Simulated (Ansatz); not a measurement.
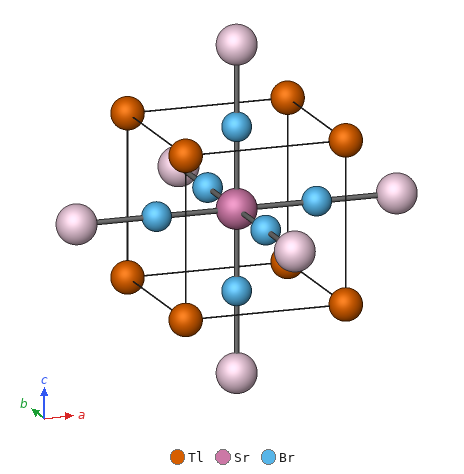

The figure gives a ball-and-stick picture of the atoms, viewed slightly off an axis. The wireframe shows the conventional unit cell. Neighbours across the faces are drawn wherever a bond reaches them, in fainter colours.

SrTlBr₃, cubic perovskite with the larger cation on the octahedral site (an inverted filling), space group Pm-3m (No. 221), a = 5.903 Å, b = 5.903 Å, c = 5.903 Å, α = 90.00°, β = 90.00°, γ = 90.00°. Origin of the cell: a structure type filled with these elements by a generator (whether the compound takes this form wasn't checked). Earlier steps of the study may have refined or changed the cell and positions. It was run through Ansatz as a DFT input.

This one geometry was computed with Ansatz (DFT, plane waves, PAW) at three levels of theory: PBE, r2SCAN and HSE06. It was relaxed beforehand with r2SCAN.

### How does the band gap change with the level of theory?

PBE: a gap of 3.16 eV, indirect; r2SCAN: a gap of 3.62 eV, indirect; HSE06: a gap of 4.23 eV, indirect.

### Collect the results in a table.

| level | cutoff (eV) | k-mesh of the run's cell | gap (eV) | pressure (GPa) |
| --- | --- | --- | --- | --- |
| PBE | 420 | 4×4×4 | 3.16 | 0.6 |
| r2SCAN | 500 | 4×4×4 | 3.62 | 0.0 |
| HSE06 | 420 | 4×4×4 | 4.23 | 0.4 |

Gaps are taken on the k-mesh or band path of each run.
